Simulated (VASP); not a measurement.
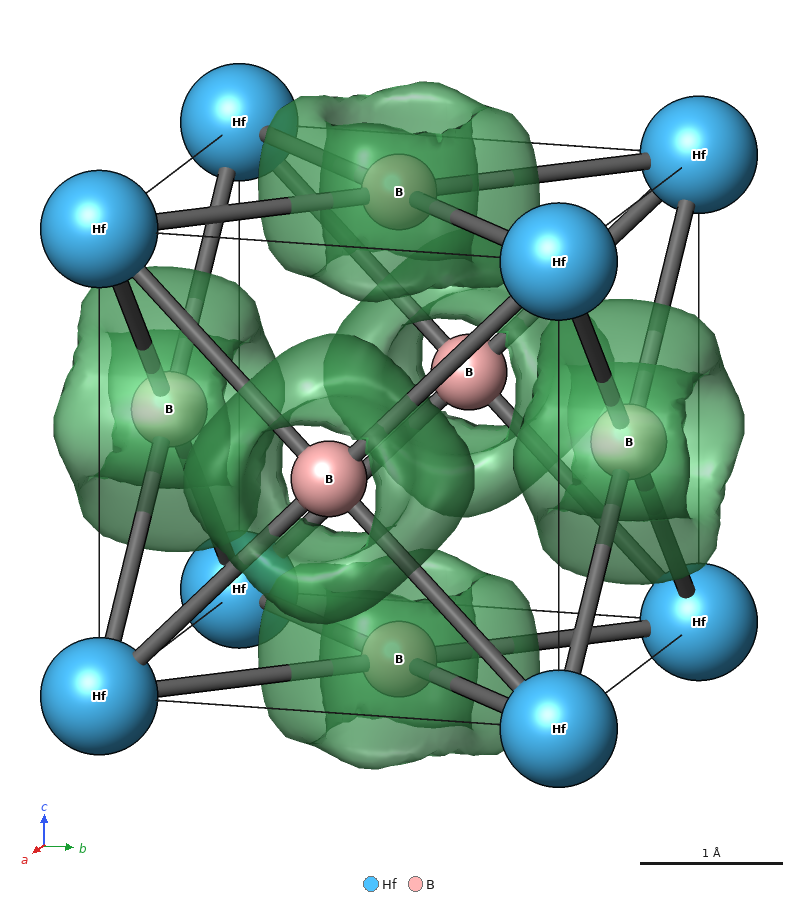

HfB$_{3}$. Isosurface of the ELF at 0.65 (green), seen slightly off an axis. Core shells and regions of very low density are left out. Sticks mark near contacts.

Space group Pm-3m.

Method: Kohn-Sham DFT of a periodic cell, PBE, VASP PAW PBE potentials, recommended (VASP).

Core electrons are frozen (PAW), and the valence fields are smoothed inside the atomic spheres.

Input file:

```
SYSTEM = HfB3
  PREC = Accurate
  ENCUT = 520
  EDIFF = 1E-6
  ISMEAR = 0
  SIGMA = 0.1
  LREAL = .False.
  LASPH = .True.
  NELM = 100
  ALGO = Normal
  ISIF = 2
  LWAVE = .False.
  LCHARG = .True.
  GGA = PE
  LELF = .True.
  LVHAR = .True.
  NBANDS = 18
```

Command:

```sh
cat potpaw_PBE.64/Hf_pv/POTCAR potpaw_PBE.64/B/POTCAR > POTCAR
mpirun -np 1 vasp_std > vasp.out
```

Below, planes, directions and counts refer to the conventional cell (a = 3.39 Å, b = 3.39 Å, c = 3.39 Å, α = 90.00°, β = 90.00°, γ = 90.00°).

Question: Where are the electrons localised?

Answer: At this value the surface marks out three regions wrapped around B (the valence shell of each), counted in one cell of 4 atoms. Regions shared between cells count once. Along the contacts the grid gives the following. Hf–B (2.40 Å): the ELF peaks at about 0.75 in the valence shell of B, 0.7 Å from its nucleus, and is about 0.25 at the midpoint.
